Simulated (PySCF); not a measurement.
**Sc²⁺: dipole response in aug-cc-pVTZ plus 1 even-tempered diffuse shell per l**

How polarisable is Sc²⁺ at the levels listed below?

Program: PySCF 2.14.0. Level of theory: unrestricted determinants in a Gaussian basis, no spin-orbit coupling in the energies. These are calculated values, not measurements, unless marked.

## 1. The system

```
Element     : scandium (Z = 21)
Basis       : aug-cc-pVTZ with one added diffuse shell each of s, p, d, f, g type (9s8p6d4f3g, 118 functions)
Hamiltonian : the non-relativistic Hamiltonian (point nucleus)
State 1     : Sc²⁺: [Ar] 3d1, 2D determinant
Methods     : PBE0
```

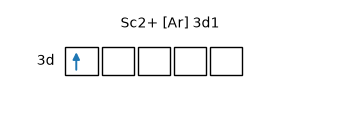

Occupation of the outer shells (arrows by Hund's rule).

The runs were made by one driver on top of PySCF. The scripts below sum up each run's settings (the driver also hands on starting orbitals that pick excited configurations, and frozen orbitals as a list rather than a count), and the logs come from the driver's own runs. The driver starts from symmetry-adapted Hartree-Fock orbitals, holds the occupation by maximum overlap and uses a logarithmic radial grid for functionals, so a plain start would take other cycles.

The integrals over 118 functions and the set-up took 4.6 s of CPU time.

## 2. Sc²⁺, at PBE0

Level: PBE0.

File input.py:

```python
from pyscf import gto, scf, dft, mp, cc
import basis_set_exchange as bse
mol = gto.M(atom="Sc 0 0 0", charge=2, spin=1, symmetry="D2h",
            basis=gto.basis.parse(bse.get_basis("aug-cc-pVTZ", elements=["Sc"], fmt="nwchem", augment_diffuse=1)))
mf = dft.UKS(mol, xc="PBE0")
mf.irrep_nelec = {'Ag': (3, 3), 'B1g': (1, 0), 'B1u': (2, 2), 'B2u': (2, 2), 'B3u': (2, 2)}
mf.kernel()
```

What it wrote:

```text
damping factor = 0
level_shift factor = 0
DIIS = <class 'pyscf.scf.diis.CDIIS'>
diis_start_cycle = 1
diis_space = 10
diis_damp = 0
SCF conv_tol = 1e-09
SCF conv_tol_grad = None
number electrons alpha = 10  beta = 9
XC functionals = PBE0
    C. Adamo and V. Barone.,  J. Chem. Phys. 110, 6158 (1999)
    M. Ernzerhof and G. E. Scuseria.,  J. Chem. Phys. 110, 5029 (1999)
cycle= 1 E= -759.726621824521  delta_E= -0.00392  |g|= 0.0109  |ddm|=  1.6
cycle= 2 E= -759.72665711467  delta_E= -3.53e-05  |g|= 0.00469  |ddm|= 0.127
cycle= 3 E= -759.726663392284  delta_E= -6.28e-06  |g|= 0.000586  |ddm|= 0.0669
cycle= 4 E= -759.726663498902  delta_E= -1.07e-07  |g|= 3.84e-05  |ddm|= 0.00618
cycle= 5 E= -759.726663499578  delta_E= -6.76e-10  |g|= 3.17e-06  |ddm|= 0.000173
converged SCF energy = -759.726663499578  <S^2> = 0.75064986  2S+1 = 2.0006498
```

CPU time 90 s on a shared host, the integrals not counted.

Orbital energies by shell (radii are means over both spins):

```
shell  electrons  mean orbital energy (eV)  spread (eV)  rms radius (bohr)
 1s β          1                   -4422.7            0             0.0852
 1s α          1                   -4422.7            0             0.0852
 2s α          1                   -497.85            0              0.375
 2s β          1                   -497.59            0              0.375
 2p α          3                   -413.30        0.270              0.342
 2p β          3                   -413.07        0.536              0.342
 3s α          1                   -74.286            0               1.16
 3s β          1                   -73.313            0               1.16
 3p α          3                   -51.955        0.068               1.26
 3p β          3                   -50.869        1.392               1.26
 3d α          1                   -20.440            0               1.74
```

⟨S²⟩ = 0.751, ⟨L²⟩ = 6.01.

The driver then solved the coupled dipole response at imaginary frequencies: mean α = 4.800 bohr³ (xx, yy, zz: 5.614, 5.614, 3.171), C₆ = 14.00 au for a like pair.

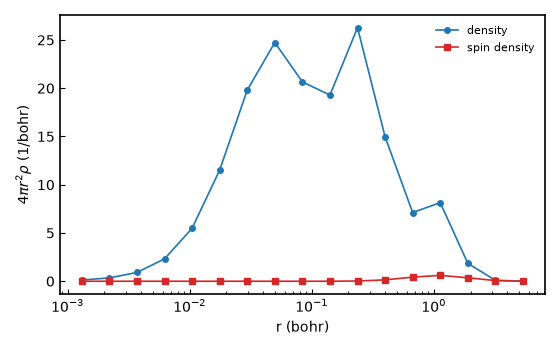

Radial density 4πr²ρ of Sc²⁺ at PBE0, at 17 stored radii joined by straight lines.

## 3. Polarisabilities and C₆

Sc²⁺, in atomic units:

```
method  mean α  C₆ (like pair)  S(−4)
  PBE0   4.800           14.00  24.55
```

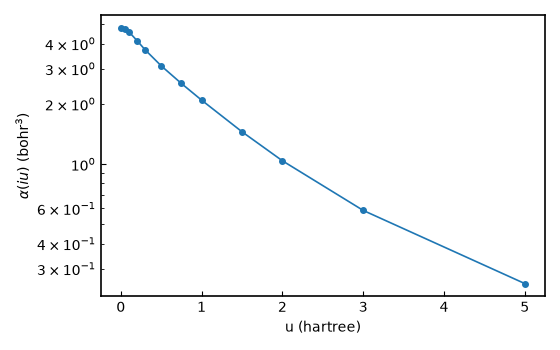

α(iu) of Sc²⁺, the polarisability at imaginary frequency, on a logarithmic scale.

## 4. What came out

| quantity | value |
| --- | --- |
| α of Sc²⁺ | 4.800 (PBE0) bohr³ |

What this shows: A single London oscillator with the computed α and C₆ of Sc²⁺ at PBE0 would have ω = 4 C₆ / (3 α²) = 0.811 hartree. All values hold for this basis alone; no basis-set limit was taken.
